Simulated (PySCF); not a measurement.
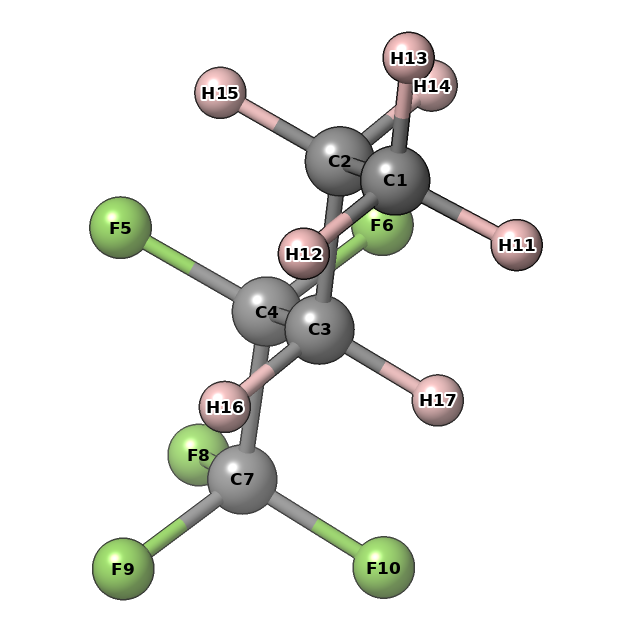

C4 lies behind C3. The molecule seen a little off the C3–C4 bond, C3 in front. Atoms fade into the background with distance from the viewer. The computed structure is the end point of a PBE0-D3(BJ)/def2-SVP optimisation. No frequency run is at hand to confirm it as a minimum.

Question: What is the torsion angle C2–C3–C4–F5? The sign is positive where the front bond must turn clockwise to cover the back bond.

Answer: −59°, synclinal (gauche). The bonds about C3–C4 are staggered.
